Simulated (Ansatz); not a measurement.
# C$_{3}$H$_{6}$O$_{2}$Si: what the fields show

The calculation's input:

```
crystal:
  periodic: [false, false, false]
  atoms:
    - { symbol: C, position_ang: [-1.1887, 0.5387, 1.5254] }
    - { symbol: C, position_ang: [-0.4834, 0.1935, 0.4805] }
    - { symbol: C, position_ang: [0.981, -0.0531, 0.5268] }
    - { symbol: O, position_ang: [1.5485, -0.4438, -0.7623] }
    - { symbol: Si, position_ang: [0.18, -0.4885, -1.8278] }
    - { symbol: O, position_ang: [-1.0421, 0.0056, -0.7726] }
    - { symbol: H, position_ang: [-0.7873, 0.7515, 2.5022] }
    - { symbol: H, position_ang: [-2.2649, 0.7593, 1.3803] }
    - { symbol: H, position_ang: [1.2523, -0.8385, 1.2929] }
    - { symbol: H, position_ang: [1.5545, 0.8554, 0.856] }
    - { symbol: H, position_ang: [0.3595, 0.5135, -2.8715] }
    - { symbol: H, position_ang: [-0.0324, -1.8488, -2.2958] }
basis:
  gaussian: { orbitals: "6-31G*" }
hamiltonian:
  xc: blyp
relax:
  f_tol: 0.02
  max_steps: 50
output:
  orbitals: {}
```

Run with:

```sh
ansatz run input.yaml --threads 2 --pin off --max-ram 3072MiB --backend cpu --events-out ev --progress --plain --runs-dir out
```

The fields are those of the run's last geometry, not of the input's.

Theory: RKS BLYP/6-31G* in Ansatz 0.2.0.

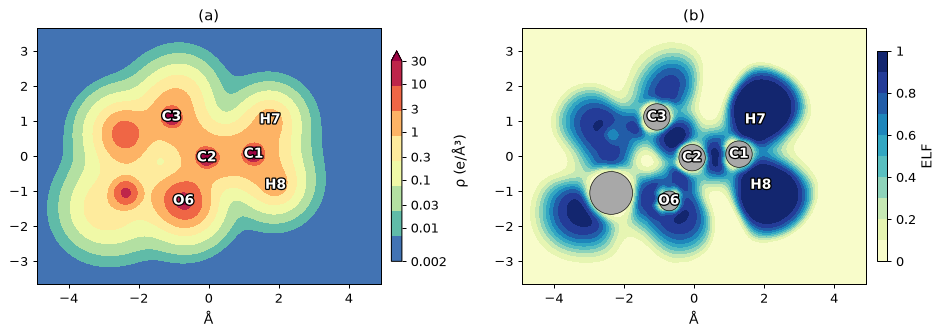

Figure 1. (a) electron density; (b) electron localisation function on the plane of atoms C2, C1 and H8. Grey discs cover the atomic cores in the ELF map.

Q: What do the fields say about this system?

A:
- The section cuts through C, O and H sites.
- C–C (1.34 Å): ρ is about 2.3 e/Å³ halfway; the ELF peaks at about 0.95 between the atoms; a short, multiple covalent bond.
- C–O (1.40 Å): ρ is about 2.1 e/Å³ halfway, with its minimum of 1.8 e/Å³ about 0.5 Å from C; the ELF peaks at about 0.85 between the atoms: a polar covalent bond.
- C–H (1.09 Å): ρ at the midpoint is about 2 e/Å³; the ELF climbs to about 1 towards the hydrogen, as it does in any bond to H (an ordinary covalent bond to hydrogen).
- C–C (1.54 Å): ρ is about 1.7 e/Å³ halfway; the ELF peaks at about 0.95 between the atoms (a covalent bond).
- The ELF also peaks beside O6 and O4, away from the bonds: lone-pair regions.

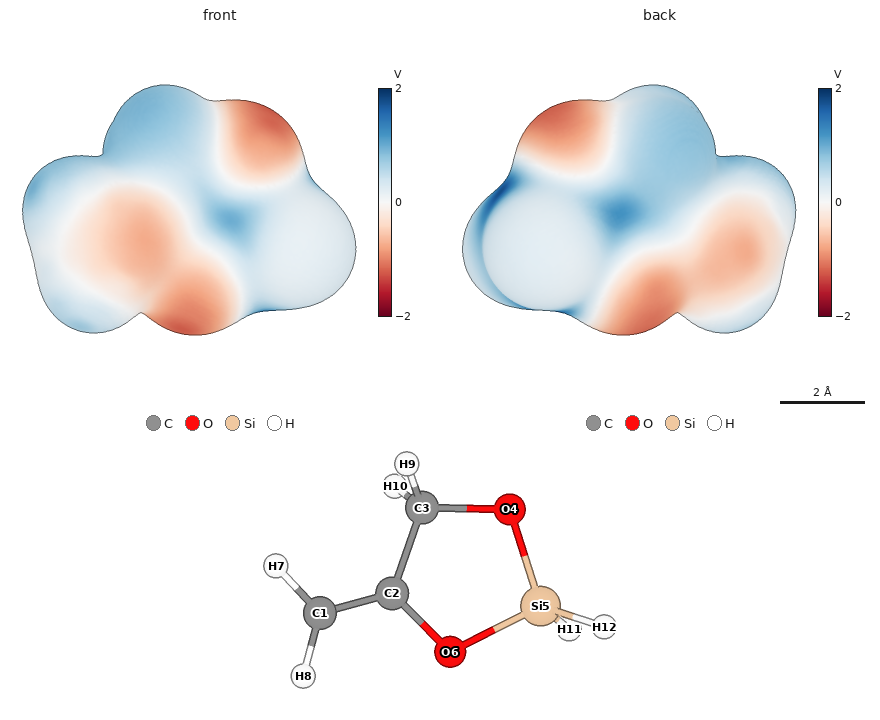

Figure 2. The electrostatic potential painted on the density surface at 0.002 e/bohr³, seen from the front and from behind; the colour scale runs from red (negative) to blue (positive). The bare structure is drawn below in the same view.

Q: Where is the surface potential most negative and most positive?

A: The most negative region (about −1.2 V) lies over O4 and O6, the most positive (about +1.6 V) over Si5.

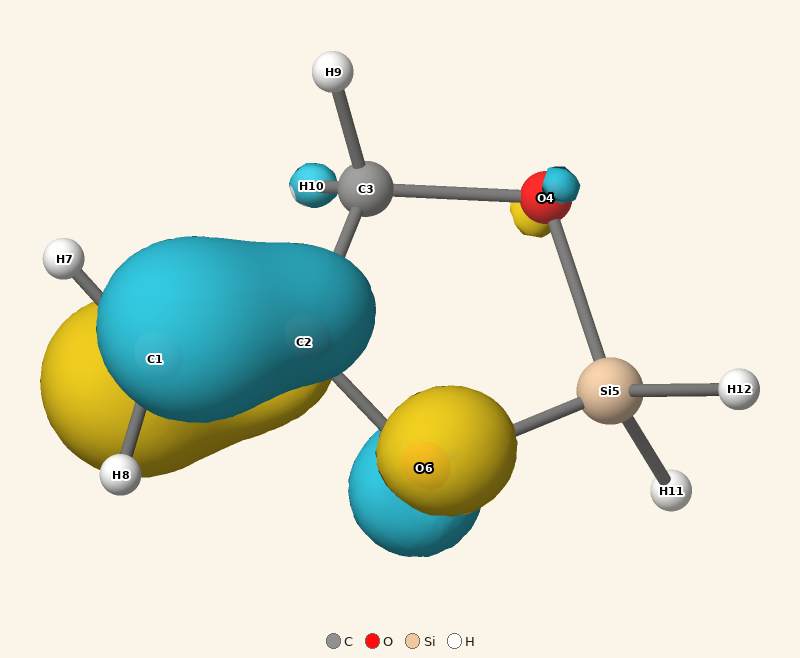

Figure 3. The HOMO at ±0.2 Å⁻³ᐟ² (yellow and cyan are the two phases), seen at a tilt.

Q: Where does this orbital lie, and at what energy?

A: It lies mainly on C1 (about 40 %), C2 (about 20 %) and O6 (about 20 %). Its energy is −5.13 eV.
